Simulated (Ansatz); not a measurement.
Start from CdS in the wurtzite structure (space group P6_3mc, No. 186; a = 4.1244 Å, c = 6.7082 Å).

Structures relaxed with plane-wave PAW DFT at the PBEsol level (Ansatz, a program for electronic structure, 420 eV), no spin-orbit coupling.

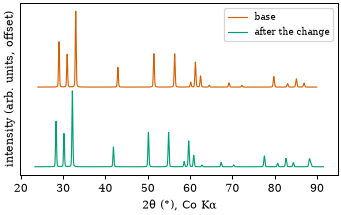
Simulated powder patterns before (top) and after one change

Problem. Name the change that was made.
A) isotropic strain +0.60 %
B) isotropic strain +2.40 %
C) isotropic strain +1.20 %

Solution. B, isotropic strain +2.40 %. Its volume per atom is 26.53 Å³ against 24.71 Å³, and its space group is P6_3mc (No. 186).

Whether these cells are dynamically stable was not tested.
